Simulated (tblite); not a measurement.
## Geometry relaxation of C7H15NOSi (part 4 of 4)

The same run, continued: C7H15NOSi; GFN2-xTB geometry optimisation, gas phase (tblite 0.8.0). It belongs to a series of runs on one base structure; here: constitutional isomer.

Trajectory as extended XYZ, continued
```
25
Properties=species:S:1:pos:R:3:forces:R:3 step=114 energy=-854.66140
C     4.2818   -0.6655    0.0584   -0.0030   0.0080   0.0050
C     3.1335    0.2983    0.2212   -0.0030   0.0020   0.0060
O     3.2488    1.5075    0.2047   -0.0020   0.0020  -0.0020
N     1.9083   -0.2327    0.4010    0.0000  -0.0030  -0.0030
Si    0.6464    0.9733    0.5783    0.0020  -0.0110  -0.0120
C    -0.9451   -0.0540    0.7582   -0.0010  -0.0050  -0.0130
C    -1.2310   -0.9499   -0.4663   -0.0050  -0.0040  -0.0050
C    -2.7278   -0.8027   -0.7286   -0.0020   0.0010   0.0030
C    -2.9849    0.6586   -0.3816   -0.0040  -0.0010   0.0020
C    -2.1826    0.8542    0.9027   -0.0070   0.0040   0.0000
H     4.4066   -1.2370    0.9762    0.0050  -0.0160   0.0000
H     4.0783   -1.3555   -0.7579    0.0010  -0.0010   0.0040
H     5.1951   -0.1159   -0.1478    0.0080   0.0040  -0.0030
H     1.7971   -1.2331    0.4240   -0.0010   0.0110  -0.0080
H     0.5949    1.7715   -0.6432   -0.0070   0.0000   0.0010
H     0.9003    1.7511    1.7877    0.0060   0.0000   0.0040
H    -0.8804   -0.6875    1.6465    0.0010   0.0040   0.0030
H    -0.9452   -1.9871   -0.2913    0.0030   0.0020   0.0060
H    -0.6801   -0.5946   -1.3400    0.0010  -0.0030   0.0010
H    -3.2942   -1.4468   -0.0532   -0.0010   0.0000  -0.0010
H    -3.0022   -1.0512   -1.7534    0.0080   0.0030   0.0030
H    -2.5912    1.2999   -1.1718    0.0070  -0.0050   0.0100
H    -4.0429    0.8824   -0.2496   -0.0020   0.0040  -0.0040
H    -2.7823    0.5431    1.7594   -0.0100  -0.0070   0.0060
H    -1.9121    1.8977    1.0542    0.0040   0.0100  -0.0040
25
Properties=species:S:1:pos:R:3:forces:R:3 step=118 energy=-854.66160
C     4.2833   -0.6663    0.0617    0.0040  -0.0010  -0.0040
C     3.1345    0.2977    0.2222    0.0040   0.0040  -0.0080
O     3.2506    1.5068    0.2047   -0.0010   0.0020   0.0050
N     1.9081   -0.2322    0.3966    0.0020   0.0030  -0.0020
Si    0.6468    0.9747    0.5737   -0.0030   0.0010   0.0030
C    -0.9453   -0.0515    0.7573   -0.0020  -0.0020   0.0030
C    -1.2318   -0.9502   -0.4647   -0.0020  -0.0010  -0.0010
C    -2.7280   -0.8021   -0.7294   -0.0030  -0.0010   0.0010
C    -2.9876    0.6580   -0.3795    0.0050   0.0010   0.0020
C    -2.1847    0.8543    0.9044    0.0030  -0.0020   0.0020
H     4.4082   -1.2415    0.9775   -0.0020   0.0010  -0.0020
H     4.0820   -1.3551   -0.7564   -0.0030   0.0030   0.0040
H     5.1968   -0.1160   -0.1436    0.0000   0.0000   0.0060
H     1.7963   -1.2323    0.4167   -0.0050  -0.0010  -0.0040
H     0.5909    1.7736   -0.6471    0.0000  -0.0010   0.0000
H     0.9044    1.7512    1.7840    0.0020  -0.0050  -0.0070
H    -0.8765   -0.6829    1.6468   -0.0040   0.0010   0.0030
H    -0.9471   -1.9869   -0.2849    0.0000  -0.0020   0.0000
H    -0.6792   -0.5990   -1.3389    0.0020  -0.0010   0.0000
H    -3.2960   -1.4491   -0.0585   -0.0040  -0.0010   0.0060
H    -2.9987   -1.0476   -1.7559    0.0010   0.0020  -0.0010
H    -2.5938    1.3008   -1.1681    0.0030   0.0000   0.0000
H    -4.0461    0.8804   -0.2476    0.0060   0.0010  -0.0030
H    -2.7830    0.5407    1.7617    0.0000   0.0030  -0.0040
H    -1.9151    1.8985    1.0552   -0.0040  -0.0030   0.0010
```

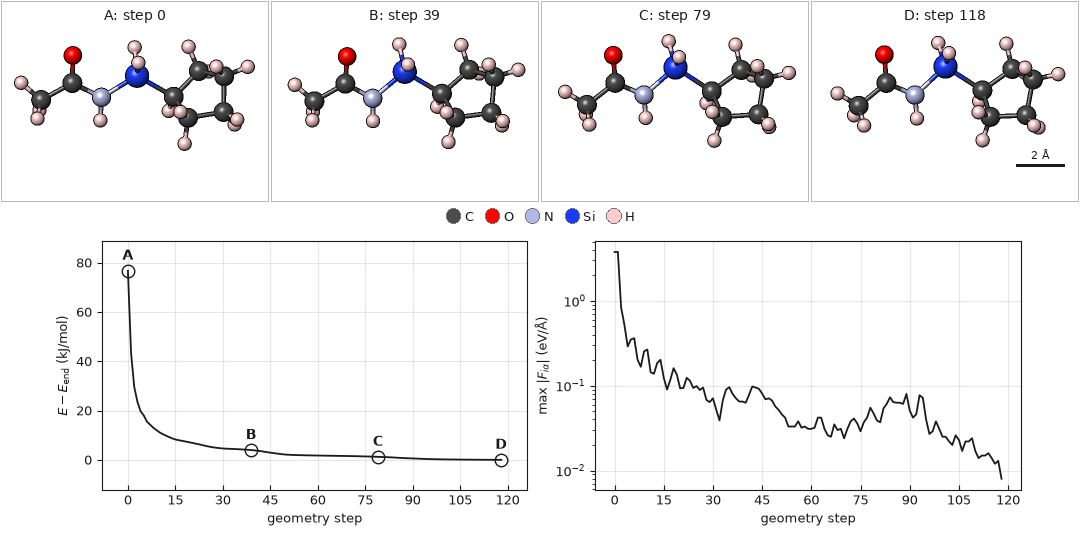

Frames of the relaxation (ball-and-stick view, seen at a tilt) above the curves, on which the letters mark them (steps are counted from 0).

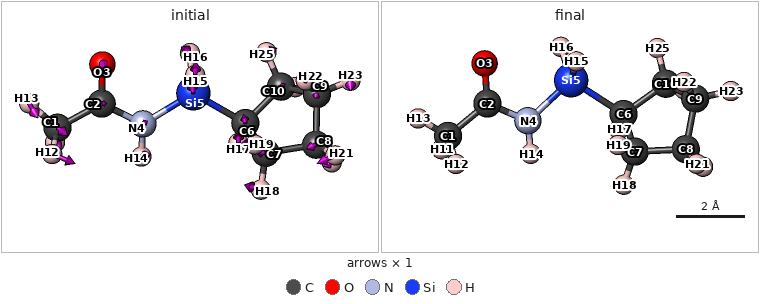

Before (left) and after (right) the relaxation, at one scale (ball-and-stick view, seen at a tilt). The pink arrows give the displacements, at true length. Over 118 geometry steps the energy falls by 76.7 kJ/mol. The largest force component goes from 3.8 to 0.008 eV/Å. H12 moves most after the best rigid fit: 0.77 Å. Largest moves by element: H 0.77 Å, Si 0.46 Å, C 0.46 Å, O 0.30 Å, N 0.18 Å. Among the contacts that change: C2–N4 1.420 → 1.347 Å, N4–H14 1.065 → 1.007 Å, C2–O3 1.268 → 1.215 Å, Si5–C6 1.856 → 1.903 Å. Among the angles that change: N4–Si5–C6 114.7° → 103.9°, H15–Si5–H16 105.6° → 114.1°, C8–C7–H18 105.9° → 112.1°. (Atoms are counted from 1 in the order of the input.)
